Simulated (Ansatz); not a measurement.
A series of calculations on C2H6BClO

Part 1: Relaxation

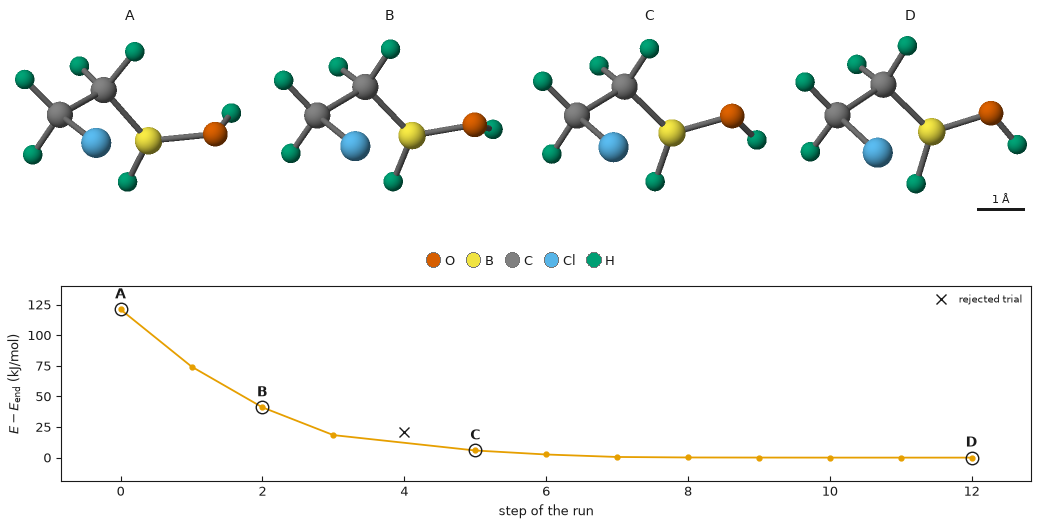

Frames of a relaxation of C₂H₆BClO, marked on the history of the run. Style: ball-and-stick. Shown from a free direction.

The run prepares an end point of a later path (torsion) calculation, from a guessed geometry.

Method: RKS CAM-B3LYP-D4/def2-SVP (Ansatz 0.2.0). Settings: no spin polarisation; force threshold 0.015 eV/Å; at most 40 steps.

**Describe the path.**

After 11 accepted moves (12 points after the start) the energy has fallen by 121.1 kJ/mol. Largest force component: 3.5 eV/Å at the start, 0.003 eV/Å at the end. The line search rejected the trial step at point 4 of the run. The atom that moves furthest after the best rigid fit is an H atom (0.69 Å). Largest moves by element: H 0.69 Å, O 0.57 Å, Cl 0.27 Å, B 0.21 Å, C 0.12 Å. Some distances before and after: B–O 1.457 → 1.347 Å, C–H 1.169 → 1.101 Å, C–Cl 1.740 → 1.803 Å, B–H 1.152 → 1.215 Å. Bond angles that change, for instance: B–O–H 106.0° → 113.7°, C–C–H 104.3° → 111.7°, Cl–C–H 113.1° → 106.4°. Groups turn about B–O by about 85°, B–C by about 20°. The run took 45 s on 2 threads of Arm Neoverse V1 (shared host), peak memory 0.26 GiB. From step 0 to 2: an H atom moves most (0.37 Å), energy −80.0 kJ/mol. From step 2 to 5: the O atom moves most (0.26 Å), energy −35.2 kJ/mol. From step 5 to 12: the Cl atom moves most (0.21 Å), energy −5.83 kJ/mol.

| step | E − E(0), kJ/mol | largest force component, eV/Å | note |
| --- | --- | --- | --- |
| 0 | 0.00 | 3.4745 |  |
| 1 | -46.67 | 1.6466 |  |
| 2 | -79.99 | 1.3724 |  |
| 3 | -102.65 | 1.6127 |  |
| 4 | -100.32 | 2.6326 | rejected |
| 5 | -115.23 | 0.5591 |  |
| 6 | -118.49 | 0.3538 |  |
| 7 | -120.52 | 0.1759 |  |
| 8 | -120.92 | 0.1457 |  |
| 9 | -121.00 | 0.1216 |  |
| 10 | -121.05 | 0.0235 |  |
| 11 | -121.05 | 0.0192 |  |
| 12 | -121.05 | 0.0030 |  |

Part 2: Relaxation

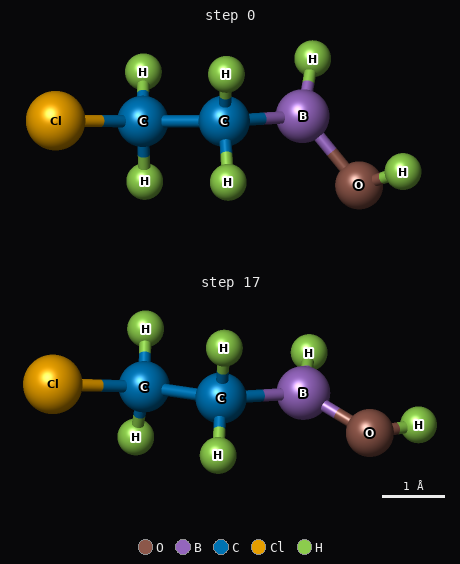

The structure of C$_{2}$H$_{6}$BClO before (top) and after (bottom) a relaxation, at one scale.

The picture is a ball-and-stick view, seen from a free direction.

The run prepares an end point of a later path (torsion) calculation, from a guessed geometry.

The calculation used RKS CAM-B3LYP-D4/def2-SVP in Ansatz 0.2.0. Set-up: no spin polarisation; force threshold 0.015 eV/Å; at most 40 steps.

### What changed between the two?

Over 14 accepted moves (17 points after the start) the energy falls by 28.0 kcal/mol. The largest force component goes from 3.1 to 0.013 eV/Å. The line search rejected the trial steps at points 6, 11, 13 of the run. The O atom moves most after the best rigid fit: 0.73 Å. Largest moves by element: O 0.73 Å, H 0.64 Å, B 0.22 Å, C 0.17 Å, Cl 0.08 Å. Among the contacts that change: B–O 1.457 → 1.348 Å, C–H 1.169 → 1.101 Å, B–H 1.152 → 1.216 Å, C–Cl 1.740 → 1.799 Å. Bond angles that change, for instance: B–O–H 106.0° → 113.8°, C–C–H 104.3° → 111.9°, Cl–C–H 113.1° → 106.5°. Groups turn about B–O by about 85°, B–C by about 30°.

Part 3: Path

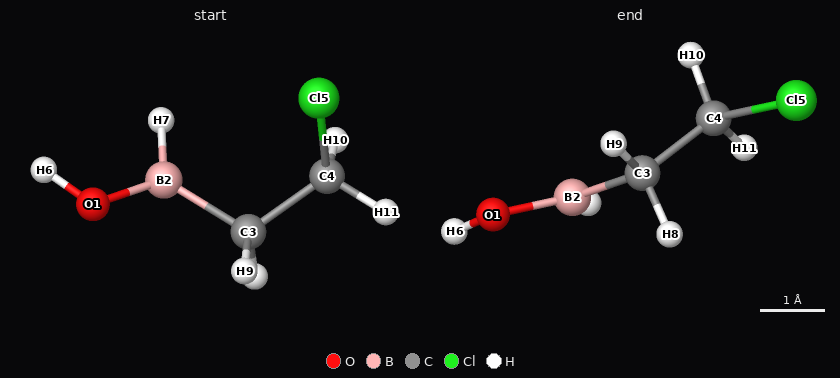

The two relaxed end points of a path for C2H6BClO. Style: ball-and-stick. Shown face on.

Level of theory: RKS CAM-B3LYP-D4/def2-SVP in Ansatz.

Run with 7 movable images; climbing image; force threshold 0.03 eV/Å; iteration limit 60.

Start:
```xyz
11

O     0.0265    1.6620    1.5444
B    -0.4750    0.8270    0.6136
C     0.2220   -0.5643    0.3787
C     0.2470   -0.9793   -1.0792
Cl    1.1038    0.2555   -2.0749
H    -0.4715    2.4819    1.6369
H    -1.4765    1.1386    0.0005
H    -0.3555   -1.3225    0.9428
H     1.2394   -0.5654    0.7998
H    -0.7654   -1.0613   -1.4959
H     0.7706   -1.9290   -1.2460
```

End:
```xyz
11

O    -0.2191    1.6480    1.6616
B    -0.5890    0.7592    0.7176
C     0.4655   -0.2928    0.2188
C     0.2302   -0.8001   -1.1882
Cl    1.3810   -2.1046   -1.6465
H    -0.9307    2.2326    1.9459
H    -1.7309    0.7726    0.2995
H     0.3925   -1.1450    0.9217
H     1.4895    0.0972    0.3303
H     0.3543   -0.0052   -1.9355
H    -0.7780   -1.2186   -1.3044
```

Q: What barrier does the band find between them, and by what path?

A: The highest point, image 4, lies 19.6 kJ/mol above the start and 14.9 kJ/mol above the end; the end is at +4.8 kJ/mol relative to the start. The motion is a rotation about the C3–C4 bond by about 125°. No bond forms or breaks between the ends. Bond angles that change up to the highest image, for instance: B2–C3–H9 110.7° → 106.6°, B2–C3–C4 113.1° → 116.5°. The band converged in 33 iterations. The largest component of the band force went from 22 to 0.027 eV/Å. The climbing image converged on the top of the path. Its vibrational analysis gives one imaginary mode (130i cm⁻¹), as a transition state must have.

Energies of the converged images:

```tsv
image	path (Å)	E (kJ/mol)
0	0.00	0.0
1	0.60	1.5
2	1.20	7.1
3	1.80	15.6
4	2.39	19.6
5	3.06	15.3
6	3.72	7.7
7	4.38	5.1
8	5.04	4.8
```

The geometry at the top of the path:

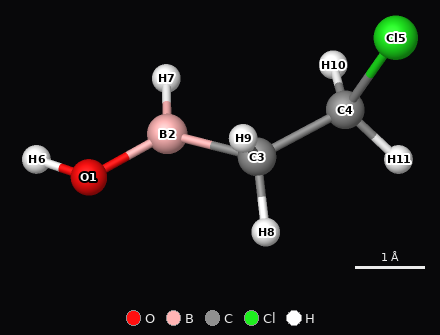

Cost: 11 min on 2 threads of Arm Neoverse V1, with other jobs on the host, peak memory 0.27 GiB.
